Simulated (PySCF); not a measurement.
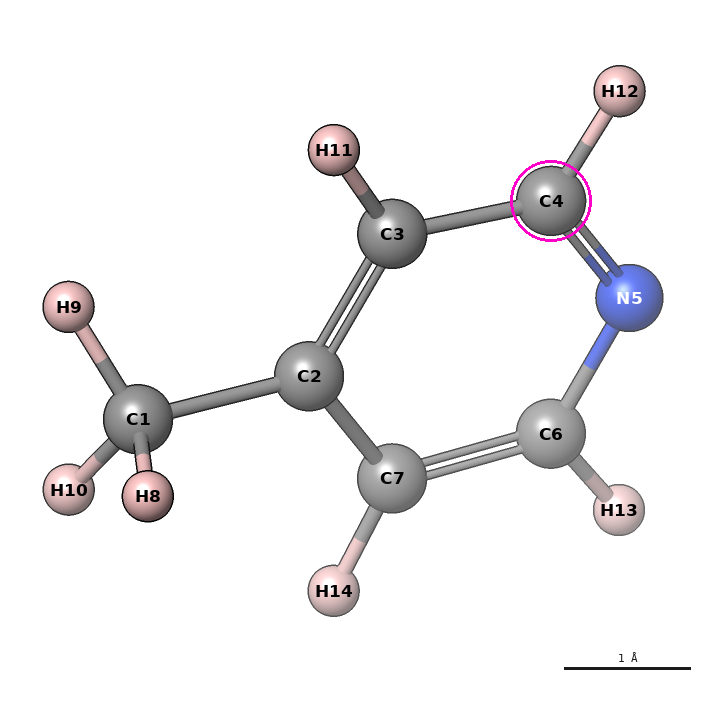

Orthographic view. Distant atoms are faded towards the background colour. Computed geometry: GFN2-xTB optimisation. No frequency run is at hand to confirm it as a minimum.

### Name the neighbours of the circled atom.

The circled atom is C4; it is bonded to C3, N5, H12.

### Which atom is farthest from the viewer?

H13, 1.9 Å behind the mean position.

### Of C2 and C7, which is nearer the viewer?

C2; the bond to C7 points away from the viewer, so it looks shorter than its 1.39 Å.

### What is the shortest path along bonds from the circled atom to H10?

C4–C3–C2–C1–H10, 4 bonds; through space the two are 4.50 Å apart.
